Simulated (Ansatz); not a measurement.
# Work function of Al(100): what the settings cost and change

Aim: the work function of Al(100) across levels of theory at one geometry.

Main program and level: Ansatz 0.2.0; plane-wave DFT, PBE, Ansatz PAW, in the first sound run; inputs show where later runs differ.

Experimental background.

“Properties of real metallic surfaces: Effects of density functional semilocality and van der Waals nonlocality” (2017, arxiv:1702.08515) quotes from earlier work for Al (clean (100) face, a compiled value): work function (clean (100) face, a compiled value) 4.32 eV.

## Step 1: The structure

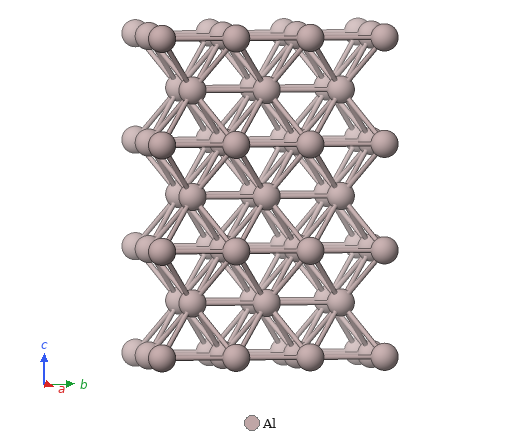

The cell as given, from the side, with the c axis up (aluminium light grey). 2×3×1 cells are drawn. Some periodic images of atoms are drawn too.

The cell holds 7 atoms: 7 Al. Its edges and angles: a = 2.864 Å, b = 2.864 Å, c = 30.150 Å, α = 90.0°, β = 90.0°, γ = 90.0°. Vacuum lies along c.

## Step 2: Run, setting PBE, Ansatz PAW (420 eV)

A work function rests on the faint tail of the density, so the SCF threshold is tight. PBE on the default files comes first; the next runs keep the geometry and change functional or files, each at the cutoff that its files recommend; a relaxation and, for heavy metals, spin-orbit coupling close the ladder.

File input.yaml:

```yaml
crystal:
  lattice:
    - [2.8637824638, 0.0, 0.0]
    - [0.0, 2.8637824638, 0.0]
    - [0.0, 0.0, 30.15]
  atoms:
    - { symbol: Al, position: [0.0, 0.0, 0.2985074627] }
    - { symbol: Al, position: [0.5, 0.5, 0.3656716418] }
    - { symbol: Al, position: [0.0, 0.0, 0.4328358209] }
    - { symbol: Al, position: [0.5, 0.5, 0.5] }
    - { symbol: Al, position: [0.0, 0.0, 0.5671641791] }
    - { symbol: Al, position: [0.5, 0.5, 0.6343283582] }
    - { symbol: Al, position: [0.0, 0.0, 0.7014925373] }
kpoints:
  mp_grid: { grid: [14, 14, 1] }
hamiltonian:
  xc: pbe
scf:
  occupations: { method: fermi_dirac, width: 0.1 }
  convergence: { dr2_threshold: 1.0e-09 }
efield:
  axis: 3
  dipole_correction: true
  ramp_position: 0.97
  ramp_width: 0.06
output:
  write_potential: true
  write_density: true
  volumetric_format: npy
  elf: true
```

Run with:

```bash
$ ansatz run input.yaml --threads 2 --pin off --max-ram 3072MiB --backend cpu --events-out ev --progress --plain --runs-dir out
```

Numbers of over 12 decimals in the logs are rounded to 6 here.

Output:

```text
Engine: ansatz 0.2.0, x86_64-unknown-linux-gnu
Pseudopotentials: kind: paw
Pseudopotential: Al, paw, valence charge 3, recommended cutoff 420 eV (normal), Al.paw.azcp
Functional definition: PBE
  parameter kappa = 0.804
  parameter beta = 0.066725
  exchange = pbe_x(kappa = kappa, mu = beta*pi^2/3)
  correlation = pbe_c(beta = beta)
Crystal: 7 atoms, lattice volume = 247.268 Å³
Basis set: ecut = 420 eV, 4833 PW (Γ)
Bands: 18, of which v1, the nominal top of the filled ones, is band 11 counted from 1 (10 counted from 0)
Symmetry: 8 space group operations
k-points: 36 of 196
Non-local potential: Al, projectors of the file, l = 0: 2, l = 1: 2, l = 2: 1
PAW form: soft (Blöchl's): semilocal exchange-correlation on the pseudo side does not see the compensation charge
PAW one-centre angular grid: Al, 110 points (default); XC on 64 Gauss nodes
Initial density: superposition of atomic densities (neutral atoms: chi_scale 0, normalization atom), corrected by the library's trained network
Initial wavefunctions: pseudopotential atomic-orbital guess
Functional: x = pbe(κ = 0.804, μ = 0.219515), c = pbe(β = 0.066725)
SCF iter   1: F=—  HF=-3761.584841 eV  |F-HF|=—  |Δ(HF+E_count)|=         —  Δρ=1.40e-3  dr2=1.46e-1  ethr=1.77e-3  p=0.000 e·Å  D=4.40e-14 V/Å  ΔV_dip=-0.00 eV  dr2_dipole=4.65e-8  V_vac-E_F(+/−)=4.08/4.08 eV  ⟨swp⟩=8.8  Hψ=4746  notcnv=0
efield: sawtooth ramp at fractional position 0.9700 (set: `efield.ramp_position`, or a place that a band, a saddle search or an elastic batch's reference lends), width 0.0600; the density the first Hamiltonian is built on has a dipole p = 0.000 e·Å; the dipole correction subtracts the counter field D = 4.40e-14 V/Å, which shifts the + side's vacuum level by -0.00 eV against the − side's; the planar-averaged density in the ramp window peaks in size at 9.8e-6 e/Å³
preconditioner: auto → LDOS  [metal: Δε(μ)=0.038 eV  Ē_g=6.662 eV  σ=0.100 eV  W_gap=0.10  n_scr=16 (ndim 8)  ℏωp=10.8 eV  f_vac=0.440  D(μ)=3.42/eV (n_scr^D=14)  β→1.0]
SCF iter   2: F=—  HF=-3761.579670 eV  |F-HF|=—  |Δ(HF+E_count)|=   5.17e-3  Δρ=4.42e-4  dr2=6.48e-4  ethr=6.94e-4  p=-0.000 e·Å  D=-1.27e-5 V/Å  ΔV_dip=0.00 eV  dr2_dipole=1.20e-8  V_vac-E_F(+/−)=4.26/4.26 eV  ⟨swp⟩=1.4  Hψ=987  notcnv=0  defer=6
SCF iter   3: F=—  HF=-3761.579863 eV  |F-HF|=—  |Δ(HF+E_count)|=   1.93e-4  Δρ=1.02e-4  dr2=1.92e-4  ethr=3.08e-6  p=-0.000 e·Å  D=-1.16e-7 V/Å  ΔV_dip=0.00 eV  dr2_dipole=1.67e-10  V_vac-E_F(+/−)=4.25/4.25 eV  ⟨swp⟩=2.5  Hψ=1200  notcnv=0  defer=6
SCF iter   4: F=—  HF=-3761.579856 eV  |F-HF|=—  |Δ(HF+E_count)|=   6.96e-6  Δρ=3.00e-5  dr2=2.74e-5  ethr=9.13e-7  p=-0.000 e·Å  D=-6.90e-8 V/Å  ΔV_dip=0.00 eV  dr2_dipole=7.53e-11  V_vac-E_F(+/−)=4.25/4.25 eV  ⟨swp⟩=1.5  Hψ=775  notcnv=0  defer=6
SCF iter   5: F=—  HF=-3761.579860 eV  |F-HF|=—  |Δ(HF+E_count)|=   3.96e-6  Δρ=6.25e-6  dr2=3.89e-7  ethr=1.30e-7  p=0.000 e·Å  D=1.62e-7 V/Å  ΔV_dip=-0.00 eV  dr2_dipole=2.25e-12  V_vac-E_F(+/−)=4.24/4.24 eV  ⟨swp⟩=1.7  Hψ=709  notcnv=0  defer=6
SCF iter   6: F=—  HF=-3761.579867 eV  |F-HF|=—  |Δ(HF+E_count)|=   7.83e-6  Δρ=1.85e-6  dr2=1.64e-8  ethr=1.85e-9  p=0.000 e·Å  D=5.73e-9 V/Å  ΔV_dip=-0.00 eV  dr2_dipole=8.89e-15  V_vac-E_F(+/−)=4.24/4.24 eV  ⟨swp⟩=2.3  Hψ=1122  notcnv=0  defer=6
SCF iter   7: F=—  HF=-3761.579867 eV  |F-HF|=—  |Δ(HF+E_count)|=   1.58e-8  Δρ=3.18e-7  dr2=1.00e-9  ethr=4.76e-12  p=0.000 e·Å  D=6.67e-9 V/Å  ΔV_dip=-0.00 eV  dr2_dipole=6.19e-14  V_vac-E_F(+/−)=4.24/4.24 eV  ⟨swp⟩=10.0  Hψ=2880  notcnv=0
SCF iter   8: F=-3761.579867 eV  HF=-3761.579867 eV  |F-HF|=5.78e-11  |Δ(HF+E_count)|=  8.67e-10  Δρ=8.51e-8  dr2=8.21e-11  ethr=4.76e-12  p=0.000 e·Å  D=1.65e-9 V/Å  ΔV_dip=-0.00 eV  dr2_dipole=4.50e-15  V_vac-E_F(+/−)=4.24/4.24 eV  ⟨swp⟩=2.3  Hψ=1175  notcnv=0
SCF 1 converged in 8 iterations: F = -3761.579867 eV  dr2 = 8.21e-11
  greatest PAW one-centre occupation: 0.477 electrons in one spin orbital (limit 2), on the Al atom at site 6 (counted from 0), in its partial waves of l = 0
WARN: The output density's exchange-correlation potential varies sharply where the density is thin. Do not read a vacuum level from v_tot or v_xc, or from such a field of the output density. On a cell that repeats whose density bears no net charge and no dipole along the vacuum's axis use v_es (v_loc + v_h of the components); under efield.dipole_correction with no amplitude use v_es + v_field, which holds any externa [...]
SCF converged after 8 iterations
Free energy (F): -3761.579867 eV
Harris-Foulkes:  -3761.579867 eV  (|F-HF|=5.78e-11)
Internal energy: -3761.470161 eV  (E = F + TS)
E sigma→0 (E₀):  -3761.525014 eV
Entropy (-TS):   -0.109706 eV (-15.672 meV/atom)
Fermi energy:    1.499899 eV
Dipole field:    D = -0.000000 V/Å  (p = -0.000000 e·Å, saw-weighted, corrected)
Work function:   Φ+ = 4.2446 eV   Φ− = 4.2446 eV
Levels:          The Fermi level and band energies are counted from a zero that moves with the ramp; work functions are not
--- Per-component energies (eV) ---
  E_band       = -57.021807
  E_kinetic    = 153.890534
  E_local      = -6788.627543  (includes V_loc(G=0)·N_el)
  E_nonlocal   = 72.861917
  E_hartree    = 3364.396677
  E_xc         = -275.007839
  E_vxc        = -198.492892  (∫ρ·V_xc dr)
  E_paw        = -3271.122756  (= ΣΔE_a)
  E_vpaw       = -25.446982  (= ΣTr[D̂ρ^β])
  E_aug_tail   = -0.000015  (compensation charges beyond the density's cutoff)
  E_efield     = 0.000000  (sawtooth field / dipole correction)
  E_vefield    = 0.000000  (∫n·V_field dr)
  E_ewald      = 2982.138865
  E_smearing   = -0.109706  (= −TS)
  E_closure    = 0.000000  (closes the sum)
  Σ components = -3761.579867   (vs F -3761.579867, Δ=0.00e0)
--- Band table (eV; the first three rows and the last of 36) ---
  k-point 0: bands = [... 7 lower, -0.7572, 1.8069, 3.7153, 5.0360, 5.7702, 5.9586, 6.8741, 7.1835, ... 3 higher]
  k-point 1: bands = [... 7 lower, -0.6722, 1.8915, 3.7970, 5.1175, 5.1904, 5.6166, 5.8764, 6.0432, ... 3 higher]
  k-point 2: bands = [... 7 lower, -0.4172, 2.1278, 3.2370, 3.5835, 4.1344, 4.4037, 5.4080, 5.4551, ... 3 higher]
  k-point 35: bands = [... 7 lower, 0.0676, 0.4531, 0.5934, 0.9820, 0.9820, 1.1310, 1.5837, 2.2548, ... 3 higher]
```

Run time: 19 s. Hardware: 2 threads of AMD EPYC 7R43, shared host; peak memory 0.53 GiB; 28 s of CPU time.

The column dr2 measures how far the density is from self-consistency, as an energy; F and HF (Harris–Foulkes) agree once it is small.

This step gave:

```yaml
energy_at_zero_smearing: -3761.5250 eV
work_function_upper_face: 4.245 eV
```

Running mean over 2.025 Å of the planar mean; the ramp of the sawtooth is left out. Electron's electrostatic potential energy less the Fermi level against z:

| z (Å) | electron's electrostatic potential energy less the Fermi level (eV) |
| --- | --- |
| 5.0 | 4.24 |
| 7.5 | 1.86 |
| 10.0 | -4.58 |
| 12.5 | -4.62 |
| 15.0 | -4.59 |
| 17.5 | -4.62 |
| 20.0 | -4.59 |
| 22.5 | 1.17 |
| 25.0 | 4.24 |

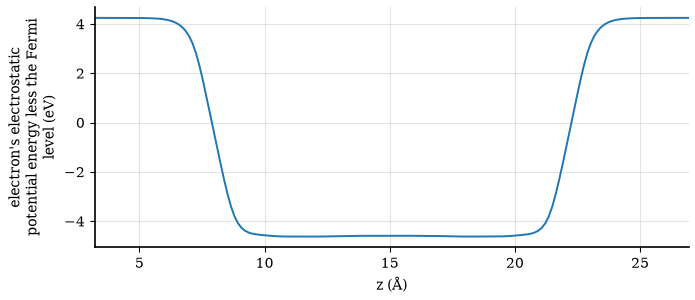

Electron's electrostatic potential energy less the Fermi level against z.

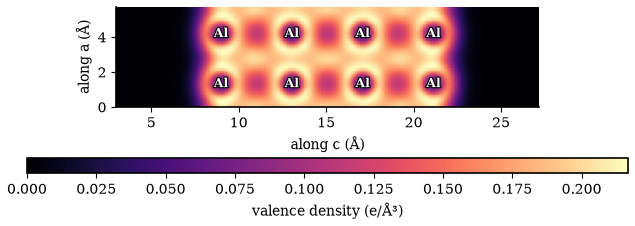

Valence density in the ca plane at fractional y = 0.000, with atoms of Al within 0.2 Å of it. It is the smooth field of the valence electrons, not physical close to the nuclei. The map starts off the cell's origin, so that atoms lie inside it. The far vacuum is left out of the map.

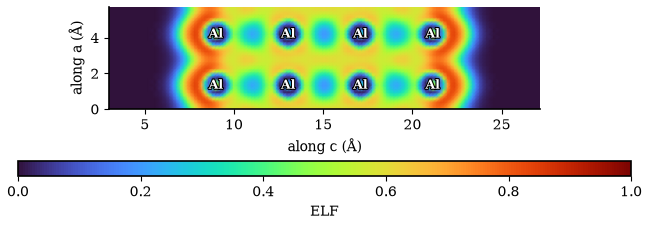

ELF in the ca plane at fractional y = 0.000, with atoms of Al within 0.2 Å of it. It is the smooth field of the valence electrons, not physical close to the nuclei. The map starts off the cell's origin, so that atoms lie inside it. The far vacuum is left out of the map.

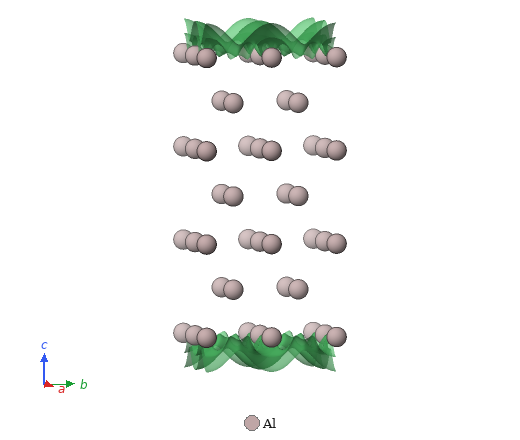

Surface of ELF = 0.75. 2×2×1 cells are drawn.

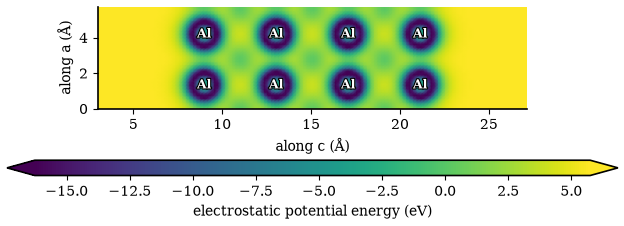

Electrostatic potential energy in the ca plane at fractional y = 0.000, with atoms of Al within 0.2 Å of it. With pseudopotentials it is smooth inside the atoms' cores, unlike the true potential. The map starts off the cell's origin, so that atoms lie inside it. The far vacuum is left out of the map.

The work function is 4.245 eV.

## Step 3: Slab

This step: plane-wave DFT, LDA, Ansatz PAW (Ansatz 0.2.0).

input.yaml, as its differences from that of step 2:

```diff
@@ -16,3 +16,3 @@
 hamiltonian:
-  xc: pbe
+  xc: lda
 scf:
@@ -29,2 +29 @@
   volumetric_format: npy
-  elf: true
```

Output:

```text
[...]
Crystal: 7 atoms, lattice volume = 247.268 Å³
Basis set: ecut = 420 eV, 4833 PW (Γ)
Bands: 18, of which v1, the nominal top of the filled ones, is band 11 counted from 1 (10 counted from 0)
Symmetry: 8 space group operations
k-points: 36 of 196
[...]
k-point 0: bands = [... 7 lower, -0.9073, 1.6206, 3.5150, 4.8952, 5.7213, 5.9036, 6.7412, 6.9716, ... 3 higher]
  k-point 1: bands = [... 7 lower, -0.8226, 1.7058, 3.5982, 4.9723, 5.0142, 5.4406, 5.8197, 5.9876, ... 3 higher]
  k-point 2: bands = [... 7 lower, -0.5686, 1.9485, 3.0500, 3.4188, 3.9192, 4.2246, 5.2632, 5.2668, ... 3 higher]
  k-point 35: bands = [... 7 lower, -0.1222, 0.2686, 0.4015, 0.8289, 0.8289, 0.9603, 1.3660, 2.1078, ... 3 higher]
[key lines of the parts left out:]
SCF converged after 7 iterations
Free energy (F): -3588.973571 eV
Fermi energy:    1.330670 eV
Dipole field:    D = 0.000000 V/Å  (p = 0.000000 e·Å, saw-weighted, corrected)
Work function:   Φ+ = 4.3892 eV   Φ− = 4.3892 eV
```

It took 18 s on 2 threads; peak memory 0.5 GiB; 28 s of CPU time.

The work function is 4.389 eV, +0.145 eV from the run “PBE, Ansatz PAW (420 eV)”, at 1.0 times its CPU time.

## Step 4: Run

This step: plane-wave DFT, PBEsol, Ansatz PAW (Ansatz 0.2.0).

input.yaml, as its differences from that of step 3:

```diff
@@ -16,3 +16,3 @@
 hamiltonian:
-  xc: lda
+  xc: pbesol
 scf:
```

Output:

```text
[...]
Crystal: 7 atoms, lattice volume = 247.268 Å³
Basis set: ecut = 420 eV, 4833 PW (Γ)
Bands: 18, of which v1, the nominal top of the filled ones, is band 11 counted from 1 (10 counted from 0)
Symmetry: 8 space group operations
k-points: 36 of 196
[...]
k-point 0: bands = [... 7 lower, -0.8082, 1.7465, 3.6672, 5.0470, 5.7968, 5.9455, 6.8311, 7.1380, ... 3 higher]
  k-point 1: bands = [... 7 lower, -0.7232, 1.8311, 3.7486, 5.1110, 5.1542, 5.5674, 5.8986, 6.0289, ... 3 higher]
  k-point 2: bands = [... 7 lower, -0.4682, 2.0673, 3.1844, 3.5298, 4.0866, 4.3490, 5.4001, 5.4186, ... 3 higher]
  k-point 35: bands = [... 7 lower, 0.0104, 0.3954, 0.5351, 0.9338, 0.9338, 1.0720, 1.5225, 2.1896, ... 3 higher]
[key lines of the parts left out:]
SCF converged after 7 iterations
Free energy (F): -3670.727102 eV
Fermi energy:    1.448053 eV
Dipole field:    D = -0.000000 V/Å  (p = -0.000000 e·Å, saw-weighted, corrected)
Work function:   Φ+ = 4.2937 eV   Φ− = 4.2937 eV
```

The job ended after 17 s (2 threads; peak memory 0.53 GiB; 27 s of CPU time).

The work function is 4.294 eV, +0.049 eV from the run “PBE, Ansatz PAW (420 eV)”, at 0.97 times its CPU time.

## Step 5: Run

This step: plane-wave DFT, RPBE, Ansatz PAW (Ansatz 0.2.0).

input.yaml, as its differences from that of step 4:

```diff
@@ -16,3 +16,3 @@
 hamiltonian:
-  xc: pbesol
+  xc: rpbe
 scf:
```

Output:

```text
[...]
Crystal: 7 atoms, lattice volume = 247.268 Å³
Basis set: ecut = 420 eV, 4833 PW (Γ)
Bands: 18, of which v1, the nominal top of the filled ones, is band 11 counted from 1 (10 counted from 0)
Symmetry: 8 space group operations
k-points: 36 of 196
[...]
k-point 0: bands = [... 7 lower, -0.6899, 1.8955, 3.7949, 5.0394, 5.7397, 5.9936, 6.9292, 7.1948, ... 3 higher]
  k-point 1: bands = [... 7 lower, -0.6047, 1.9796, 3.8758, 5.1243, 5.2688, 5.6825, 5.8623, 6.0780, ... 3 higher]
  k-point 2: bands = [... 7 lower, -0.3493, 2.2105, 3.3268, 3.6552, 4.2252, 4.4849, 5.4139, 5.5410, ... 3 higher]
  k-point 35: bands = [... 7 lower, 0.1661, 0.5470, 0.6917, 1.0487, 1.0487, 1.2134, 1.6970, 2.3201, ... 3 higher]
[key lines of the parts left out:]
SCF converged after 7 iterations
Free energy (F): -3782.244705 eV
Fermi energy:    1.579191 eV
Dipole field:    D = -0.000000 V/Å  (p = -0.000000 e·Å, saw-weighted, corrected)
Work function:   Φ+ = 4.1830 eV   Φ− = 4.1830 eV
```

Wall time 17 s (2 threads); peak memory 0.53 GiB.

The work function is 4.183 eV, -0.062 eV from the run “PBE, Ansatz PAW (420 eV)”, at 0.98 times its CPU time.

## Step 6: Run

This step: plane-wave DFT, r2SCAN, Ansatz PAW (Ansatz 0.2.0).

input.yaml, as its differences from that of step 5:

```diff
@@ -16,3 +16,3 @@
 hamiltonian:
-  xc: rpbe
+  xc: r2scan
 scf:
```

Output:

```text
[...]
Crystal: 7 atoms, lattice volume = 247.268 Å³
Basis set: ecut = 500 eV, 6301 PW (Γ), exchange–correlation on 96×96×900 points (64 copies of the dense FFT grid, shifted against one another)
Bands: 18, of which v1, the nominal top of the filled ones, is band 11 counted from 1 (10 counted from 0)
Symmetry: 8 space group operations
k-points: 36 of 196
[...]
k-point 0: bands = [... 7 lower, -0.9827, 1.8086, 3.8725, 5.3412, 6.0608, 6.1262, 7.0976, 7.4512, ... 3 higher]
  k-point 1: bands = [... 7 lower, -0.8914, 1.8957, 3.9526, 5.3672, 5.4436, 5.8422, 6.1711, 6.2084, ... 3 higher]
  k-point 2: bands = [... 7 lower, -0.6178, 2.1215, 3.3569, 3.6437, 4.3610, 4.5513, 5.6851, 5.7305, ... 3 higher]
  k-point 35: bands = [... 7 lower, 0.0085, 0.3858, 0.5623, 0.8696, 0.8696, 1.0525, 1.6800, 2.2022, ... 3 higher]
[key lines of the parts left out:]
SCF converged after 10 iterations
Free energy (F): -3781.742190 eV
Fermi energy:    1.464303 eV
Dipole field:    D = 0.000017 V/Å  (p = 0.000023 e·Å, saw-weighted, corrected)
Work function:   Φ+ = 4.3346 eV   Φ− = 4.3352 eV
```

Run time: 37 s. Hardware: 2 threads; peak memory 0.93 GiB; 67 s of CPU time.

The work function is 4.335 eV, +0.090 eV from the run “PBE, Ansatz PAW (420 eV)”, at 2.4 times its CPU time.

## Step 7: Run

This step: plane-wave DFT, PBE, JTH PAW (Ansatz 0.2.0).

input.yaml, as its differences from that of step 6:

```diff
@@ -16,3 +16,4 @@
 hamiltonian:
-  xc: r2scan
+  xc: pbe
+  pseudopotentials: { kind: paw, source: jth }
 scf:
```

Output:

```text
[...]
k-point 0: bands = [... 7 lower, -0.7670, 1.8045, 3.7160, 5.0354, 5.7686, 5.9341, 6.9074, 7.1761, ... 3 higher]
  k-point 1: bands = [... 7 lower, -0.6818, 1.8892, 3.7979, 5.1178, 5.1945, 5.6228, 5.8750, 6.0198, ... 3 higher]
  k-point 2: bands = [... 7 lower, -0.4263, 2.1259, 3.2353, 3.5852, 4.1338, 4.4068, 5.4073, 5.4601, ... 3 higher]
  k-point 35: bands = [... 7 lower, 0.0652, 0.4522, 0.5908, 0.9768, 0.9768, 1.1305, 1.5802, 2.2548, ... 3 higher]
[key lines of the parts left out:]
SCF converged after 8 iterations
Free energy (F): -3761.191512 eV
Fermi energy:    1.495698 eV
Dipole field:    D = -0.000000 V/Å  (p = -0.000000 e·Å, saw-weighted, corrected)
Work function:   Φ+ = 4.2484 eV   Φ− = 4.2484 eV
```

The job ended after 42 s (2 threads; peak memory 0.67 GiB; 55 s of CPU time).

The work function is 4.248 eV, +0.004 eV from the run “PBE, Ansatz PAW (420 eV)”, at 1.9 times its CPU time.

## Step 8: Run

This step: plane-wave DFT, PBE, norm-conserving (Ansatz 0.2.0).

input.yaml, as its differences from that of step 7:

```diff
@@ -17,3 +17,3 @@
   xc: pbe
-  pseudopotentials: { kind: paw, source: jth }
+  pseudopotentials: { kind: nc }
 scf:
```

Output:

```text
[...]
Crystal: 7 atoms, lattice volume = 247.268 Å³
Basis set: ecut = 544.227725 eV, 7195 PW (Γ)
Bands: 18, of which v1, the nominal top of the filled ones, is band 11 counted from 1 (10 counted from 0)
Symmetry: 8 space group operations
k-points: 36 of 196
[...]
k-point 0: bands = [... 7 lower, -0.7696, 1.8002, 3.7120, 5.0327, 5.7651, 5.9765, 6.9012, 7.1892, ... 3 higher]
  k-point 1: bands = [... 7 lower, -0.6845, 1.8849, 3.7939, 5.1149, 5.1900, 5.6181, 5.8714, 6.0608, ... 3 higher]
  k-point 2: bands = [... 7 lower, -0.4292, 2.1217, 3.2306, 3.5808, 4.1296, 4.4022, 5.4046, 5.4557, ... 3 higher]
  k-point 35: bands = [... 7 lower, 0.0594, 0.4469, 0.5852, 0.9741, 0.9741, 1.1259, 1.5742, 2.2505, ... 3 higher]
[key lines of the parts left out:]
SCF converged after 8 iterations
Free energy (F): -1170.067403 eV
Fermi energy:    1.491564 eV
Dipole field:    D = -0.000000 V/Å  (p = -0.000000 e·Å, saw-weighted, corrected)
Work function:   Φ+ = 4.2481 eV   Φ− = 4.2481 eV
```

Run time: 32 s. Hardware: 2 threads; peak memory 0.53 GiB; 45 s of CPU time.

The work function is 4.248 eV, +0.004 eV from the run “PBE, Ansatz PAW (420 eV)”, at 1.6 times its CPU time.

## Step 9: Run

This step: plane-wave DFT, LDA, norm-conserving (Ansatz 0.2.0).

input.yaml, as its differences from that of step 8:

```diff
@@ -16,3 +16,3 @@
 hamiltonian:
-  xc: pbe
+  xc: lda
   pseudopotentials: { kind: nc }
```

Output:

```text
[...]
Crystal: 7 atoms, lattice volume = 247.268 Å³
Basis set: ecut = 598.650497 eV, 8261 PW (Γ)
Bands: 18, of which v1, the nominal top of the filled ones, is band 11 counted from 1 (10 counted from 0)
Symmetry: 8 space group operations
k-points: 36 of 196
[...]
k-point 0: bands = [... 7 lower, -0.9257, 1.6120, 3.5106, 4.8901, 5.7144, 5.9176, 6.7790, 6.9484, ... 3 higher]
  k-point 1: bands = [... 7 lower, -0.8407, 1.6973, 3.5941, 4.9689, 5.0108, 5.4407, 5.8125, 6.0014, ... 3 higher]
  k-point 2: bands = [... 7 lower, -0.5861, 1.9406, 3.0403, 3.4144, 3.9121, 4.2210, 5.2577, 5.2654, ... 3 higher]
  k-point 35: bands = [... 7 lower, -0.1320, 0.2607, 0.3911, 0.8162, 0.8162, 0.9537, 1.3530, 2.1025, ... 3 higher]
[key lines of the parts left out:]
SCF converged after 8 iterations
Free energy (F): -448.950266 eV
Fermi energy:    1.318766 eV
Dipole field:    D = -0.000000 V/Å  (p = -0.000000 e·Å, saw-weighted, corrected)
Work function:   Φ+ = 4.3939 eV   Φ− = 4.3939 eV
```

It took 36 s on 2 threads; peak memory 0.6 GiB.

The work function is 4.394 eV, +0.149 eV from the run “PBE, Ansatz PAW (420 eV)”, at 1.8 times its CPU time.

[end of part 1 of 2]

[Logs are printed without paths, hosts, clocks, repeated set-up lines and the standing remarks that a program may print on its own settings, such as how far it seeks lower states.]

[Hosts, paths, dates, database ids (printed as entryN), source tags and the programs' standing remarks are cut or masked in the printed files.]

[Maps of the electrostatic potential energy from Ansatz leave out the sawtooth potential of an applied field or a dipole correction, so their vacuum need not be flat; planar profiles and work functions include it.]
